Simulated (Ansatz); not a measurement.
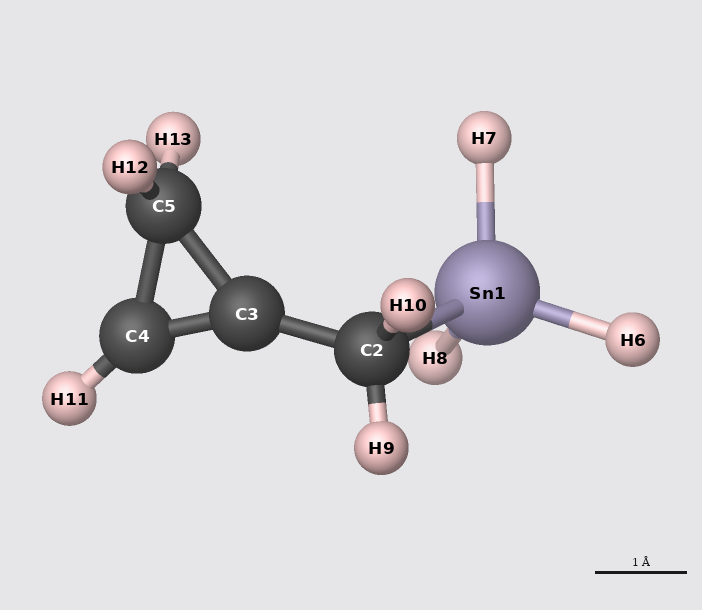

The computed structure is the end point of a PBE0-D4/def2-TZVP optimisation. No frequency run is at hand to confirm it as a minimum.

How are the neighbours of atom 2 arranged?

C2 has 4 neighbours (Sn1 at 2.17, C3 at 1.45, H9 at 1.09, H10 at 1.09 Å); the arrangement is tetrahedral.

How are the neighbours of atom 1 arranged?

Sn1 has 4 neighbours (C2 at 2.17, H6 at 1.71, H7 at 1.71, H8 at 1.71 Å); the arrangement is tetrahedral.

What is the dihedral angle C2–C3–C5–C4?

176° in size, that is anti.
